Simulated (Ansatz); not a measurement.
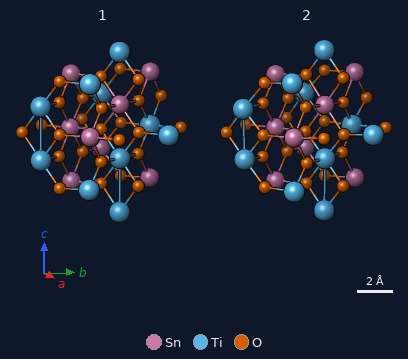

Two geometries of a crystal of Sn15Ti9O48 (a generated structure, set up in P1), drawn at one scale. One is the start of a relaxation, the other its converged end. A ball-and-stick model of the atoms within 5.0 Å of the atom that moves most (axes of the cell of the calculation), seen slightly off an axis.

These are results of Ansatz 0.2.0, DFT, PBEsol, PAW, plane waves, not measurements. Settings: plane-wave cutoff 420 eV; k-point mesh 1 × 1 × 1; mesh shifted by (0.5, 0.5, 0.5); no spin polarisation; cell relaxed at fixed alpha, beta, gamma; force threshold 0.03 eV/Å; at most 80 steps.

### Which of the two is the end point?

Structure 2 is the relaxed one. The energy falls by 40.3 meV per atom in 9 geometry steps. The largest force component goes from 1.8 to 0.0042 eV/Å. The pressure goes from 1.77 to 0.01 GPa. The atom that moves furthest relative to the cell is an O atom (0.17 Å roughly along [1 0 −1]). Largest moves by element: O 0.17 Å, Ti 0.16 Å, Sn 0.09 Å. Cell: a 9.403 → 9.436 Å (+0.4 %), b 9.403 → 9.429 Å (+0.3 %), c 9.325 → 9.322 Å (0.0 %). Volume +0.6 %. Near-neighbour distances that change, for instance: Ti–Ti 3.122 → 2.928 Å, O–Ti 2.077 → 2.267 Å, O–Ti 2.046 → 1.863 Å, O–Ti 2.012 → 1.841 Å. Bond angles that change, for instance: Ti–O–Ti 127.9° → 134.6°, Sn–O–Sn 131.1° → 125.2°, Sn–O–Ti 128.0° → 133.6°. The space group stays P1 (No. 1).
